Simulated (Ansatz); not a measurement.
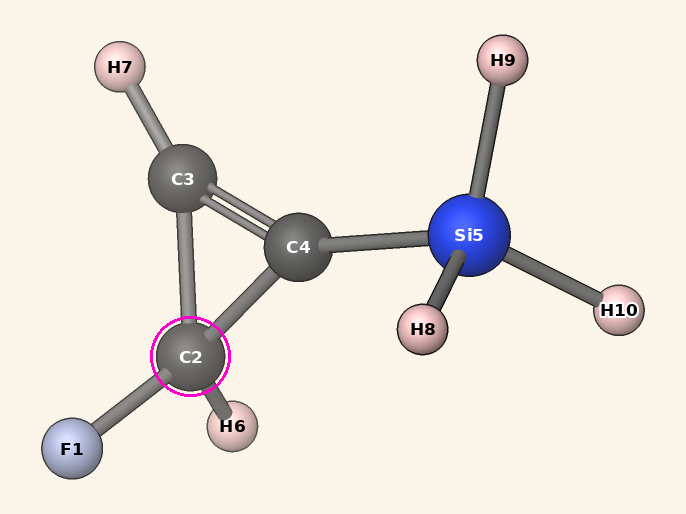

Depth is shown by fading: the farther an atom, the more it takes the colour of the background. Circles mark the stereogenic atoms. The geometry was computed by an optimisation with PBE0-D4/def2-TZVP. No frequency run is at hand to confirm it as a minimum.

Give the R/S and E/Z labels.

Answer. C2: S (priorities F1 > C4 > C3 > H6).
